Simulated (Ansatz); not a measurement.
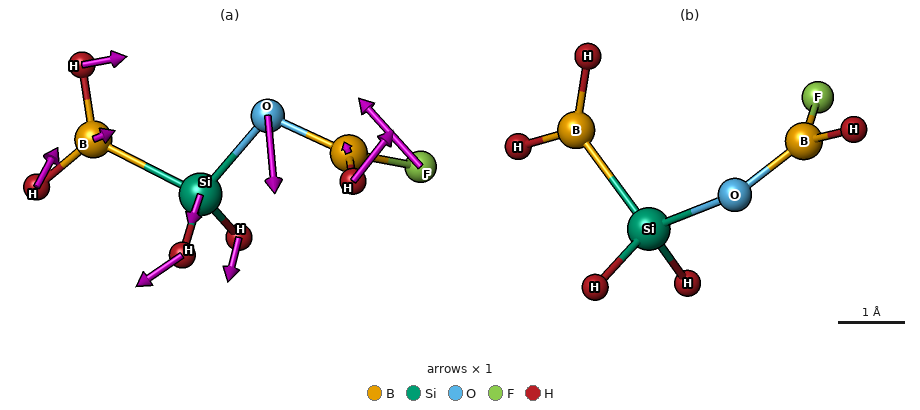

The structure of B2SiH5OF before (left) and after (right) a relaxation, at one scale. The purple arrows give the displacements, at their true length.

The picture is a ball-and-stick view, seen at a tilt.

The run prepares the start of a later molecular dynamics calculation, from a guessed geometry.

Level of theory: UKS B3LYP/6-31G (Ansatz 0.2.0).

Input
```yaml
crystal:
  periodic: [false, false, false]
  atoms:
    - { symbol: B, position_ang: [-0.1796, 1.2213, 1.7691] }
    - { symbol: Si, position_ang: [-0.4552, 0.2215, 0.1362] }
    - { symbol: O, position_ang: [0.9966, -0.5675, -0.2462] }
    - { symbol: B, position_ang: [0.8471, -1.3158, -1.46] }
    - { symbol: F, position_ang: [1.0643, -0.7469, -2.7627] }
    - { symbol: H, position_ang: [-1.1336, 1.9076, 2.1844] }
    - { symbol: H, position_ang: [0.8399, 1.2769, 2.3187] }
    - { symbol: H, position_ang: [-1.4794, -0.7494, 0.3488] }
    - { symbol: H, position_ang: [-0.8253, 1.1481, -0.9173] }
    - { symbol: H, position_ang: [0.4082, -2.4469, -1.368] }
magnetization:
  spin_polarized: true
basis:
  gaussian: { orbitals: "6-31G" }
hamiltonian:
  xc: b3lyp
relax:
  f_tol: 0.02
  max_steps: 40
```

Command:
```bash
ansatz run input.yaml --threads 1 --pin off --max-ram 2048MiB --backend cpu --events-out ev --progress --plain --runs-dir out
```

Q: Describe what moved and what it gained.

A: The relaxation stopped without meeting its thresholds, so the last structure isn't shown to be converged. It used up its limit of 40 steps. The atom that moves furthest after the best rigid fit is F5 (1.47 Å). By element the largest moves are F 1.47 Å, O 1.33 Å, H 1.04 Å, Si 0.57 Å, B 0.39 Å. Near-neighbour distances that change, for instance: Si2–B4 2.570 → 2.894 Å, O3–B4 1.434 → 1.349 Å, B1–Si2 1.934 → 2.019 Å, Si2–H8 1.427 → 1.503 Å. Bond angles that change, for instance: Si2–O3–B4 110.1° → 136.4°, B1–Si2–O3 108.0° → 113.7°, O3–B4–H10 117.3° → 122.8°. Groups turn about Si2–O3 by about 125°, O3–B4 by about 90°. After 34 accepted moves (39 points after the start) the energy has fallen by 1.120 eV. Largest force component: 3.4 eV/Å at the start, 0.04 eV/Å at the end. The line search rejected the trial steps at points 9, 15, 22, 25, 30 of the run. The forces were under the threshold at step 14, but the run went on from there. The run took 7.4 min on 1 thread of Intel(R) Xeon(R) Processor @ 2.50GHz (Skylake/Cascade Lake) (shared host), peak memory 0.19 GiB.
